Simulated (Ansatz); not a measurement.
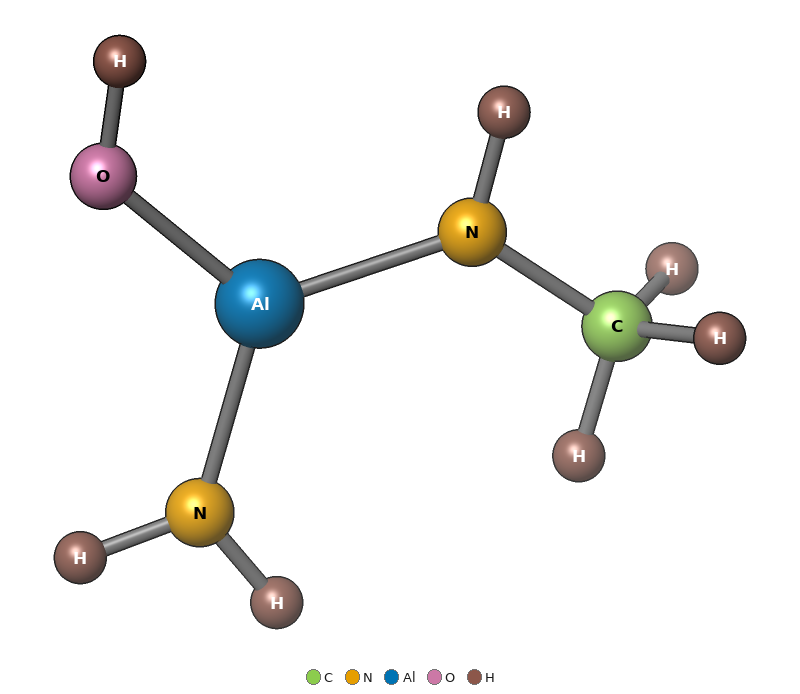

Depth is shown by fading: the farther an atom, the more it takes the colour of the background. Computed geometry: PBE0-D4/def2-TZVP optimisation. No frequency run is at hand to confirm it as a minimum.

> Which symmetry elements does this geometry have?

It has 1 mirror plane, so the point group is Cs. The group has 2 operations. The geometry is achiral, and symmetry allows a dipole moment.
